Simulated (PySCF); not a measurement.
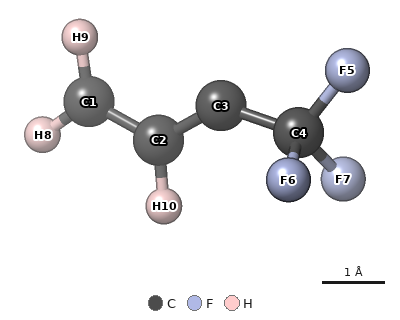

C4H3F3 (multiplicity 3), before the relaxation. The picture is a ball-and-stick view, seen at a tilt.

The start comes from GFN2-xTB.

These are results of PBE0-D3(BJ)/def2-SVP geometry optimisation, gas phase (PySCF), not measurements.

```xyz
10

C     2.0435   -0.4065    0.1392
C     0.8114   -0.1967   -0.4288
C    -0.3294    0.1052    0.2173
C    -1.7124    0.3709   -0.1473
F    -2.5435    0.3833    0.9042
F    -1.8701    1.5659   -0.7665
F    -2.2133   -0.5515   -1.0106
H     2.8978   -0.6471   -0.4648
H     2.1775   -0.3331    1.2028
H     0.7475   -0.2858   -1.5210
```

What does the optimiser find from here?

Answer. The atom that moves furthest after the best rigid fit is H10 (0.57 Å). By element the largest moves are H 0.57 Å, F 0.51 Å, C 0.19 Å. Near-neighbour distances that change, for instance: C2–C3 1.345 → 1.370 Å, C3–C4 1.455 → 1.474 Å, C4–F6 1.355 → 1.336 Å, C1–H8 1.074 → 1.091 Å. Among the angles between lasting bonds that change: C2–C3–C4 136.6° → 134.3°, F6–C4–F7 105.4° → 107.5°. Groups turn about C3–C4 by about 45°. Over 14 geometry steps the energy falls by 0.091 eV. The largest force component goes from 1.7 to 0.02 eV/Å.

The structure at the end:

```xyz
10

C     2.0605   -0.3617    0.1225
C     0.7788   -0.3199   -0.3929
C    -0.3001    0.2871    0.1934
C    -1.7172    0.4529   -0.1786
F    -2.5350   -0.0159    0.7657
F    -2.0311    1.7367   -0.3733
F    -1.9933   -0.2068   -1.3144
H     2.8634   -0.8672   -0.4161
H     2.2968    0.1100    1.0788
H     0.5861   -0.8105   -1.3605
```

After the run, drawn alike:

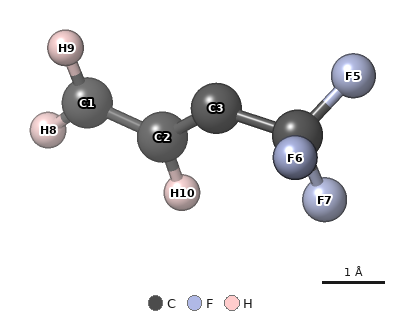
